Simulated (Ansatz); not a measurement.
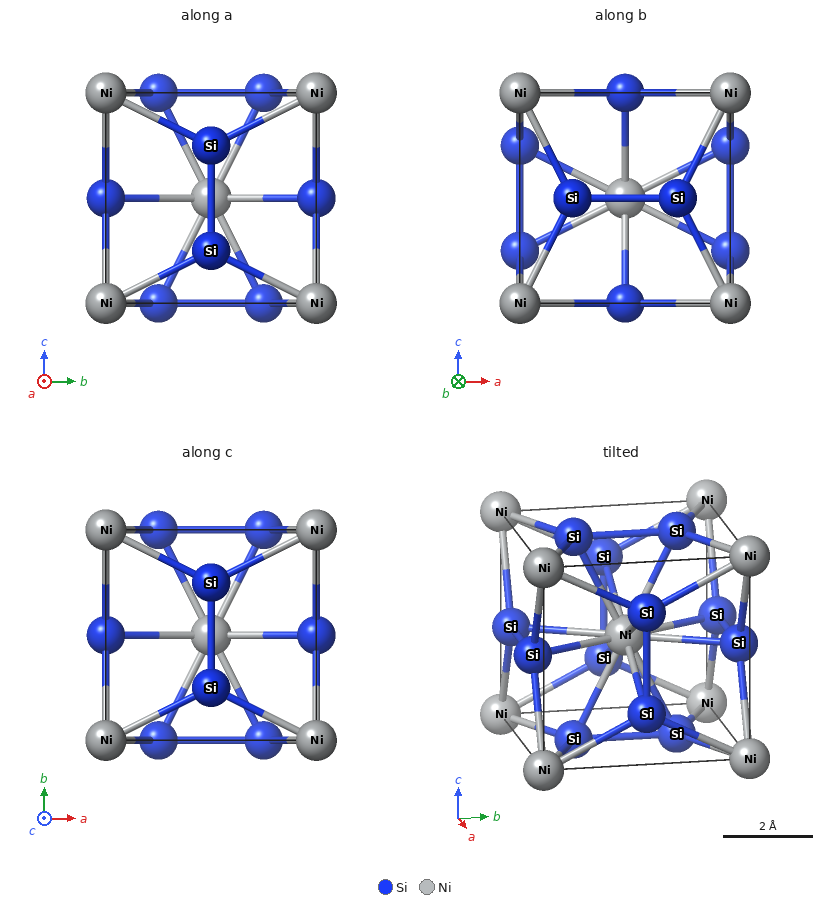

A ball-and-stick picture of a crystal structure, seen along the a axis, along the b axis, along the c axis and slightly off an axis. Atoms at the boundary of the conventional unit cell (the box) are drawn once for each face, edge or corner they touch.

Lattice parameters: a = 4.731 Å, b = 4.731 Å, c = 4.731 Å, α = 90.00°, β = 90.00°, γ = 90.00°. Put a along x and b in the xy plane.

> Put the structure into a POSCAR file.

```
Si Ni
1.0
     4.731    0.000    0.000
     0.000    4.731    0.000
     0.000    0.000    4.731
Si Ni
6 2
Direct
  0.2500 0.0000 0.5000
  0.5000 0.7500 0.0000
  0.7500 0.0000 0.5000
  0.5000 0.2500 0.0000
  0.0000 0.5000 0.7500
  0.0000 0.5000 0.2500
  0.0000 0.0000 0.0000
  0.5000 0.5000 0.5000
```

The structure was taken from a structure type filled with these elements by a generator (whether the compound takes this form wasn't checked). What is shown is the relaxed result from Ansatz 0.2.0, DFT PBE, scalar-relativistic, plane waves, PAW.
